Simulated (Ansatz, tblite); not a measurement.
**InBr3: charged states by level of theory**

What does removing or adding an electron cost or gain for InBr3? Each charged state is run at several levels.

The runs use Ansatz 0.2.0, Gaussian basis; as each input shows.

Plan: charge +1 doublet, at the geometry of the singlet (PBE0-D4/def2-TZVP, PBE-D4/def2-TZVP, r2SCAN-D4/def2-TZVP, CCSD(T)/def2-SVP); charge -1 doublet, at the geometry of the singlet (PBE0-D4/def2-TZVPD, PBE-D4/def2-TZVPD, r2SCAN-D4/def2-TZVPD); the starting singlet's energies come from earlier runs.

## Step 1: The geometry

The singlet was relaxed beforehand with PBE0-D4/def2-SVP.

4 atoms, charge 0, spin multiplicity 1.

Atoms are counted from 1 here; the program's logs count them from 0.

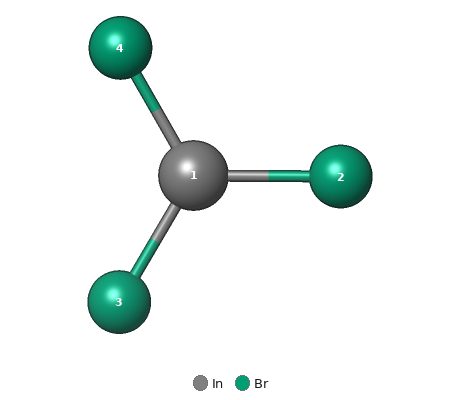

The structure; indium grey, bromine teal; atoms are numbered from 1 in the order of the file.

In takes a core potential in the def2 sets. No spin-orbit coupling is included.

## Step 2: Charge +1 doublet at the fixed geometry, first pass, PBE0-D4/def2-SVP

File in.yaml:

```yaml
crystal:
  periodic: [false, false, false]
  atoms:
    - {symbol: In, position_ang: [0.000071, 0.000004, 0.000027]}
    - {symbol: Br, position_ang: [2.457386, -0.026993, 0.012658]}
    - {symbol: Br, position_ang: [-1.205298, 2.141533, -0.017018]}
    - {symbol: Br, position_ang: [-1.252159, -2.114533, 0.004333]}
basis:
  gaussian: {orbitals: def2-SVP}
total_charge: 1
magnetization: {spin_polarized: true, initial_magnetization: 1}
hamiltonian: {xc: pbe0, dispersion: d4}
output: {orbitals: {seedname: orbitals}}
```

Started as:

```console
$ ansatz run in.yaml --threads 2 --pin off --events-out ev --progress --plain --max-ram 4352MiB
```

What it wrote:

```text
Functional definition: PBE0
  name "PBE0"
  cite "Adamo & Barone, J. Chem. Phys. 110, 6158 (1999) doi:10.1063/1.478522"
  cite "Perdew, Burke & Ernzerhof, Phys. Rev. Lett. 77, 3865 (1996) doi:10.1103/PhysRevLett.77.3865"
  parent pbe
  parameter a = 0.25
  parameter kappa = 0.804
  parameter beta = 0.06672455060314922
  exchange = (1 - a)*pbe_x(kappa = kappa, mu = beta*pi^2/3) + a*exact_x
  correlation = pbe_c(beta = beta)
1248 factors; integrals over basis functions are off by at most 2.4e-4 eV
mean field evaluation 1: about -215255.9009 eV, gradient 1.3e1 eV
mean field evaluation 2: about -215255.5938 eV, gradient 1.7e1 eV
mean field evaluation 4: about -215257.0304 eV, gradient 5.7e-1 eV
mean field evaluation 8: about -215257.0447 eV, gradient 3.0e-1 eV
mean field evaluation 16: about -215257.0454 eV, gradient 1.4e-4 eV
mean field evaluation 32: about -215257.0454 eV, gradient 6.5e-6 eV
mean field evaluation 64: about -215256.8319 eV, gradient 5.5e-1 eV
mean field evaluation 96: about -215256.8783 eV, gradient 5.3e-3 eV
mean field evaluation 128: about -215257.0030 eV, gradient 1.6e0 eV
mean field -215257.04544880 eV, -7910.5505137776 hartree, gradient 3.2e-6 eV, S^2 0.753773; 9 other end points of the search recorded, 0 dependent functions left out
reference -215257.04547900 eV, -7910.5505148875 hartree; 63, 62 occupied and 59, 60 virtual orbitals, 1248 factors
Total energy: -215257.18177730 eV, -7910.5555237575 hartree
```

It took 73 s on 2 threads of Arm Neoverse V2, shared host; peak memory 0.88 GiB.

Report: HOMO -13.50 eV, LUMO -12.40 eV (over both spins); ⟨S²⟩ 0.754 (pure: 0.75).

## Step 3: Charge +1 doublet at the fixed geometry, PBE0-D4/def2-TZVP

start.molden holds the orbitals of an earlier run on this state, given as this run's starting guess.

in.yaml, as its differences from that of step 2:

```diff
@@ -8,3 +8,3 @@
 basis:
-  gaussian: {orbitals: def2-SVP}
+  gaussian: {orbitals: def2-TZVP, initial_orbitals: start.molden}
 total_charge: 1
@@ -12,2 +12,3 @@
 hamiltonian: {xc: pbe0, dispersion: d4}
+scf: {omitted_lower_state_checks: [starts]}
 output: {orbitals: {seedname: orbitals}}
```

The command is unchanged.

What it wrote, cut to the lines that bear on the results:

```text
Functional definition: PBE0
  name "PBE0"
  cite "Adamo & Barone, J. Chem. Phys. 110, 6158 (1999) doi:10.1063/1.478522"
  cite "Perdew, Burke & Ernzerhof, Phys. Rev. Lett. 77, 3865 (1996) doi:10.1103/PhysRevLett.77.3865"
  parent pbe
[...]
1466 factors; integrals over basis functions are off by at most 9.7e-4 eV
[...]
mean field -215282.77914409 eV, -7911.4962096365 hartree, gradient 9.3e-6 eV, S^2 0.754414; 0 other end points of the search recorded, 0 dependent functions left out
reference -215282.77917310 eV, -7911.4962107027 hartree; 63, 62 occupied and 131, 132 virtual orbitals, 1466 factors
Total energy: -215282.91547140 eV, -7911.5012195726 hartree
Checks for a lower state left out: starts
```

Wall time 21 s (2 threads of Arm Neoverse V2, shared host); peak memory 0.9 GiB.

From the report: HOMO -13.41 eV, LUMO -12.34 eV (over both spins); ⟨S²⟩ 0.754 (pure: 0.75).

## Step 4: Charge +1 doublet at the fixed geometry, PBE-D4/def2-TZVP

in.yaml, as its differences from that of step 3:

```diff
@@ -11,3 +11,3 @@
 magnetization: {spin_polarized: true, initial_magnetization: 1}
-hamiltonian: {xc: pbe0, dispersion: d4}
+hamiltonian: {xc: pbe, dispersion: d4}
 scf: {omitted_lower_state_checks: [starts]}
```

The command is unchanged.

What it wrote:

```text
Functional definition: PBE
  name "PBE"
  cite "Perdew, Burke & Ernzerhof, Phys. Rev. Lett. 77, 3865 (1996) doi:10.1103/PhysRevLett.77.3865"
  parent pbe
  parameter kappa = 0.804
  parameter beta = 0.06672455060314922
  exchange = pbe_x(kappa = kappa, mu = beta*pi^2/3)
  correlation = pbe_c(beta = beta)
these checks for a lower state are left out or cut short: starts
1516 factors; their error is unknown
mean field evaluation 1: about -215275.9661 eV, gradient 1.0e1 eV
mean field evaluation 2: about -215276.1122 eV, gradient 2.1e-1 eV
mean field evaluation 4: about -215276.0483 eV, gradient 7.1e-2 eV
mean field evaluation 8: about -215276.0483 eV, gradient 1.7e-5 eV
mean field -215276.04834942 eV, -7911.2488574948 hartree, gradient 3.6e-6 eV, S^2 0.751403; 0 other end points of the search recorded, 0 dependent functions left out
reference -215276.04838871 eV, -7911.2488589388 hartree; 63, 62 occupied and 131, 132 virtual orbitals, 1516 factors
Total energy: -215276.20178006 eV, -7911.2544959668 hartree
Checks for a lower state left out: starts
```

Run time: 8.5 s. Hardware: 2 threads of Arm Neoverse V2, shared host.

Report: HOMO -12.64 eV, LUMO -12.50 eV (over both spins); ⟨S²⟩ 0.751 (pure: 0.75).

## Step 5: Charge +1 doublet at the fixed geometry, r2SCAN-D4/def2-TZVP

in.yaml, as its differences from that of step 4:

```diff
@@ -11,3 +11,3 @@
 magnetization: {spin_polarized: true, initial_magnetization: 1}
-hamiltonian: {xc: pbe, dispersion: d4}
+hamiltonian: {xc: r2scan, dispersion: d4}
 scf: {omitted_lower_state_checks: [starts]}
```

Launched as before.

What it wrote, cut to the lines that bear on the results:

```text
Functional definition: r2SCAN
  name "r2SCAN"
  cite "Furness, Kaplan, Ning, Perdew & Sun, J. Phys. Chem. Lett. 11, 8208 (2020) doi:10.1021/acs.jpclett.0c02405"
  cite "Furness, Kaplan, Ning, Perdew & Sun, J. Phys. Chem. Lett. 11, 9248 (2020) doi:10.1021/acs.jpclett.0c03077"
  parent r2scan
[...]
1516 factors; their error is unknown
[...]
mean field -215308.08982494 eV, -7912.4263600014 hartree, gradient 4.2e-6 eV, S^2 0.752307; 0 other end points of the search recorded, 0 dependent functions left out
reference -215308.08983795 eV, -7912.4263604796 hartree; 63, 62 occupied and 131, 132 virtual orbitals, 1516 factors
Total energy: -215308.12335495 eV, -7912.4275922068 hartree
Checks for a lower state left out: starts
```

Wall time 26 s (2 threads of Arm Neoverse V2, shared host).

HOMO -12.90 eV, LUMO -12.74 eV (over both spins); ⟨S²⟩ 0.752 (pure: 0.75).

## Step 6: Charge +1 doublet at the fixed geometry, CCSD(T)/def2-SVP

in.yaml, as its differences from that of step 5:

```diff
@@ -8,7 +8,7 @@
 basis:
-  gaussian: {orbitals: def2-TZVP, initial_orbitals: start.molden}
+  gaussian: {orbitals: def2-SVP, initial_orbitals: start.molden}
 total_charge: 1
 magnetization: {spin_polarized: true, initial_magnetization: 1}
-hamiltonian: {xc: r2scan, dispersion: d4}
-scf: {omitted_lower_state_checks: [starts]}
+correlation: {method: ccsd_t}
+scf: {omitted_lower_state_checks: [starts, cluster_reference]}
 output: {orbitals: {seedname: orbitals}}
```

Same command.

What it wrote, cut to the lines that bear on the results:

```text
Functional definition: HF
  name "HF"
  cite "Fock, Z. Phys. 61, 126 (1930) doi:10.1007/BF01340294"
  parent pbe
[...]
1248 factors; integrals over basis functions are off by at most 2.4e-4 eV
[...]
mean field -215114.65454070 eV, -7905.3177444210 hartree, gradient 2.4e-6 eV, S^2 0.757414; 0 other end points of the search recorded, 0 dependent functions left out
31 core orbitals not correlated: weight in the atoms' cores, before any rotation towards them, 1.000 or more for the frozen orbitals, at most 0.000 for the correlated occupied ones
reference -215114.65454070 eV, -7905.3177444210 hartree; 32, 31 occupied and 59, 60 virtual orbitals, 1248 factors
second order -20.02480121 eV of doubles, -0.00000000 eV of singles
cycle   1  -19.89808781 eV  change    1.3e-1 eV  update   9.5e-2
[...]
cycle  16  -20.39077417 eV  change    1.0e-5 eV  update   2.0e-5
perturbative correction -0.51914797 eV, -0.0190783361 hartree
Total energy: -215135.56446284 eV, -7906.0861698863 hartree
Checks for a lower state left out: starts, cluster_reference
```

Run time: 2.2 min. Hardware: 2 threads of Arm Neoverse V2, shared host; peak memory 1.6 GiB.

From the report: Hartree-Fock HOMO -15.69 eV, LUMO -8.90 eV (over both spins); ⟨S²⟩ 0.757 (pure: 0.75); T1 0.019.

## Step 7: Vertical ionisation energy

Charged state less starting state, singlet to doublet; the starting state's energies are those of its earlier runs.

Differences are taken before rounding.

| method | vertical ionisation energy (eV) | from CCSD(T)/def2-SVP (eV) | time |
| --- | --- | --- | --- |
| HF/def2-SVP | 10.25 | -0.46 |  |
| PBE-D4/def2-TZVP | 9.97 | -0.75 | 12 s |
| r2SCAN-D4/def2-TZVP | 10.27 | -0.45 | 34 s |
| PBE0-D4/def2-TZVP | 10.54 | -0.17 | 28 s |
| MP2/def2-SVP | 10.94 | +0.22 |  |
| CCSD/def2-SVP | 10.74 | +0.03 |  |
| CCSD(T)/def2-SVP | 10.72 | 0 | 2.4 min |

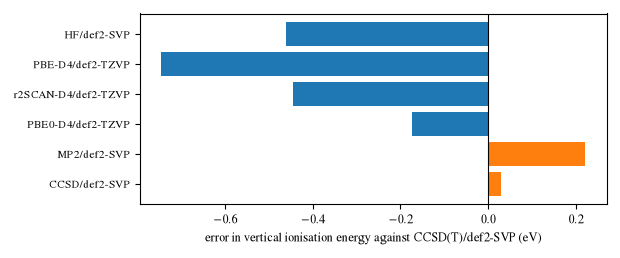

How far each level lands from CCSD(T)/def2-SVP.

Times add the two runs; a level without a time comes out of a correlated run.

Beside −ε(HOMO) of the starting state:

| level | −ε(HOMO) (eV) | by difference (eV) | mismatch (eV) |
| --- | --- | --- | --- |
| PBE-D4/def2-TZVP | 7.44 | 9.97 | -2.53 |
| r2SCAN-D4/def2-TZVP | 7.80 | 10.27 | -2.47 |
| PBE0-D4/def2-TZVP | 8.74 | 10.54 | -1.80 |

## Step 8: Charge -1 doublet at the fixed geometry, first pass, PBE0-D4/def2-SVP

in.yaml, as its differences from that of step 6:

```diff
@@ -8,7 +8,6 @@
 basis:
-  gaussian: {orbitals: def2-SVP, initial_orbitals: start.molden}
-total_charge: 1
+  gaussian: {orbitals: def2-SVP}
+total_charge: -1
 magnetization: {spin_polarized: true, initial_magnetization: 1}
-correlation: {method: ccsd_t}
-scf: {omitted_lower_state_checks: [starts, cluster_reference]}
+hamiltonian: {xc: pbe0, dispersion: d4}
 output: {orbitals: {seedname: orbitals}}
```

Same command.

What it wrote:

```text
Functional definition: PBE0
  name "PBE0"
  cite "Adamo & Barone, J. Chem. Phys. 110, 6158 (1999) doi:10.1063/1.478522"
  cite "Perdew, Burke & Ernzerhof, Phys. Rev. Lett. 77, 3865 (1996) doi:10.1103/PhysRevLett.77.3865"
  parent pbe
  parameter a = 0.25
  parameter kappa = 0.804
  parameter beta = 0.06672455060314922
  exchange = (1 - a)*pbe_x(kappa = kappa, mu = beta*pi^2/3) + a*exact_x
  correlation = pbe_c(beta = beta)
1248 factors; integrals over basis functions are off by at most 2.4e-4 eV
mean field evaluation 1: about -215268.3382 eV, gradient 1.1e1 eV
mean field evaluation 2: about -215268.2892 eV, gradient 9.6e0 eV
mean field evaluation 4: about -215268.7694 eV, gradient 2.0e-1 eV
mean field evaluation 8: about -215268.7869 eV, gradient 1.5e-2 eV
mean field evaluation 16: about -215268.7869 eV, gradient 8.3e-6 eV
mean field -215268.78685717 eV, -7910.9820025767 hartree, gradient 7.4e-6 eV, S^2 0.752251; 2 other end points of the search recorded, 0 dependent functions left out
reference -215268.78688730 eV, -7910.9820036838 hartree; 64, 63 occupied and 58, 59 virtual orbitals, 1248 factors
Total energy: -215268.93316072 eV, -7910.9873791327 hartree
```

It took 7 s on 2 threads of Arm Neoverse V2, shared host; peak memory 0.58 GiB.

From the report: HOMO 0.58 eV, LUMO 2.58 eV (over both spins); ⟨S²⟩ 0.752 (pure: 0.75). Doubts: highest occupied level lies above zero.

## Step 9: Charge -1 doublet at the fixed geometry, PBE0-D4/def2-TZVPD

in.yaml, as its differences from that of step 8:

```diff
@@ -8,3 +8,3 @@
 basis:
-  gaussian: {orbitals: def2-SVP}
+  gaussian: {orbitals: def2-TZVPD, initial_orbitals: start.molden}
 total_charge: -1
@@ -12,2 +12,3 @@
 hamiltonian: {xc: pbe0, dispersion: d4}
+scf: {omitted_lower_state_checks: [starts]}
 output: {orbitals: {seedname: orbitals}}
```

Launched as before.

What it wrote, cut to the lines that bear on the results:

```text
Functional definition: PBE0
  name "PBE0"
  cite "Adamo & Barone, J. Chem. Phys. 110, 6158 (1999) doi:10.1063/1.478522"
  cite "Perdew, Burke & Ernzerhof, Phys. Rev. Lett. 77, 3865 (1996) doi:10.1103/PhysRevLett.77.3865"
  parent pbe
[...]
1600 factors; integrals over basis functions are off by at most 6.9e-4 eV
[...]
mean field -215294.90843612 eV, -7911.9419528970 hartree, gradient 1.8e-5 eV, S^2 0.752315; 0 other end points of the search recorded, 0 dependent functions left out
reference -215294.90847905 eV, -7911.9419544747 hartree; 64, 63 occupied and 163, 164 virtual orbitals, 1600 factors
Total energy: -215295.05475247 eV, -7911.9473299236 hartree
Checks for a lower state left out: starts
```

Wall time 22 s (2 threads of Arm Neoverse V2, shared host); peak memory 1 GiB.

From the report: HOMO -0.02 eV, LUMO 1.74 eV (over both spins); ⟨S²⟩ 0.752 (pure: 0.75).

## Step 10: Charge -1 doublet at the fixed geometry, PBE-D4/def2-TZVPD

in.yaml, as its differences from that of step 9:

```diff
@@ -11,3 +11,3 @@
 magnetization: {spin_polarized: true, initial_magnetization: 1}
-hamiltonian: {xc: pbe0, dispersion: d4}
+hamiltonian: {xc: pbe, dispersion: d4}
 scf: {omitted_lower_state_checks: [starts]}
```

Same command.

What it wrote:

```text
Functional definition: PBE
  name "PBE"
  cite "Perdew, Burke & Ernzerhof, Phys. Rev. Lett. 77, 3865 (1996) doi:10.1103/PhysRevLett.77.3865"
  parent pbe
  parameter kappa = 0.804
  parameter beta = 0.06672455060314922
  exchange = pbe_x(kappa = kappa, mu = beta*pi^2/3)
  correlation = pbe_c(beta = beta)
these checks for a lower state are left out or cut short: starts
1691 factors; their error is unknown
mean field evaluation 1: about -215287.5414 eV, gradient 1.0e1 eV
mean field evaluation 2: about -215287.6767 eV, gradient 2.0e-1 eV
mean field evaluation 4: about -215287.6709 eV, gradient 4.4e-2 eV
mean field evaluation 8: about -215287.6709 eV, gradient 1.5e-5 eV
mean field -215287.67091095 eV, -7911.6759787527 hartree, gradient 1.5e-5 eV, S^2 0.751013; 0 other end points of the search recorded, 0 dependent functions left out
reference -215287.67096354 eV, -7911.6759806856 hartree; 64, 63 occupied and 163, 164 virtual orbitals, 1691 factors
Total energy: -215287.83535440 eV, -7911.6820219382 hartree
Checks for a lower state left out: starts
```

Wall time 12 s (2 threads of Arm Neoverse V2, shared host).

Report: HOMO 0.57 eV, LUMO 0.94 eV (over both spins); ⟨S²⟩ 0.751 (pure: 0.75). Doubts: highest occupied level lies above zero.

## Step 11: Charge -1 doublet at the fixed geometry, r2SCAN-D4/def2-TZVPD

in.yaml, as its differences from that of step 10:

```diff
@@ -11,3 +11,3 @@
 magnetization: {spin_polarized: true, initial_magnetization: 1}
-hamiltonian: {xc: pbe, dispersion: d4}
+hamiltonian: {xc: r2scan, dispersion: d4}
 scf: {omitted_lower_state_checks: [starts]}
```

Same command.

What it wrote:

```text
Functional definition: r2SCAN
  name "r2SCAN"
  cite "Furness, Kaplan, Ning, Perdew & Sun, J. Phys. Chem. Lett. 11, 8208 (2020) doi:10.1021/acs.jpclett.0c02405"
  cite "Furness, Kaplan, Ning, Perdew & Sun, J. Phys. Chem. Lett. 11, 9248 (2020) doi:10.1021/acs.jpclett.0c03077"
  parent r2scan
  parameter k0 = 0.174
  parameter k1 = 0.065
  parameter a1 = 4.9479
  exchange = r2scan_x(k0 = k0, k1 = k1, a1 = a1)
  correlation = r2scan_c
these checks for a lower state are left out or cut short: starts
1691 factors; their error is unknown
mean field evaluation 1: about -215319.9050 eV, gradient 7.9e0 eV
mean field evaluation 2: about -215319.9643 eV, gradient 1.0e-1 eV
mean field evaluation 4: about -215319.9516 eV, gradient 1.1e-3 eV
mean field evaluation 8: about -215319.9516 eV, gradient 2.7e-5 eV
mean field -215319.95156211 eV, -7912.8622708023 hartree, gradient 3.3e-5 eV, S^2 0.753307; 0 other end points of the search recorded, 0 dependent functions left out
reference -215319.95162009 eV, -7912.8622729330 hartree; 64, 63 occupied and 163, 164 virtual orbitals, 1691 factors
Total energy: -215319.98777861 eV, -7912.8636017342 hartree
Checks for a lower state left out: starts
```

Run time: 27 s. Hardware: 2 threads of Arm Neoverse V2, shared host.

HOMO 0.57 eV, LUMO 1.31 eV (over both spins); ⟨S²⟩ 0.753 (pure: 0.75). Doubts: highest occupied level lies above zero.

## Step 12: Vertical electron affinity

Starting state less charged state (positive: the electron is bound), singlet to doublet; the starting state's energies are those of its earlier runs.

| level | vertical electron affinity (eV) | time |
| --- | --- | --- |
| PBE-D4/def2-TZVPD | +1.64 | 18 s |
| r2SCAN-D4/def2-TZVPD | +1.57 | 38 s |
| PBE0-D4/def2-TZVPD | +1.57 | 33 s |

Times add the two runs; a level without a time comes out of a correlated run.

Beside −ε(LUMO) of the starting state:

| level | −ε(LUMO) (eV) | by difference (eV) | mismatch (eV) |
| --- | --- | --- | --- |
| PBE-D4/def2-TZVPD | 3.96 | 1.64 | +2.32 |
| r2SCAN-D4/def2-TZVPD | 3.81 | 1.57 | +2.23 |
| PBE0-D4/def2-TZVPD | 3.17 | 1.57 | +1.60 |

## Step 13: Results

```
                                             quantity                                 value
 vertical ionisation energy, functionals in def2-TZVP   9.97 (PBE-D4) to 10.54 eV (PBE0-D4)
         vertical ionisation energy, CCSD(T)/def2-SVP                              10.72 eV
vertical electron affinity, functionals in def2-TZVPD  1.57 (r2SCAN-D4) to 1.64 eV (PBE-D4)
```

**Reading.** The vertical ionisation energy spans 9.97 to 10.54 eV over the functionals, beside 10.72 eV from CCSD(T)/def2-SVP. −ε(HOMO) misses the level's own difference by -1.80 eV at best (PBE0-D4) and -2.53 eV at worst (PBE-D4). The yardstick is in a double-zeta basis, so levels in larger sets aren't compared like for like. CCSD(T)/def2-SVP isn't at the basis-set limit; small misses against it rank nothing. The vertical electron affinity spans 1.57 to 1.64 eV over the functionals. The anion's highest level lies above zero where self-interaction lifts it, so diffuse functions weigh on these values. −ε(LUMO) misses the level's own difference by +1.60 eV at best (PBE0-D4) and +2.32 eV at worst (PBE-D4).
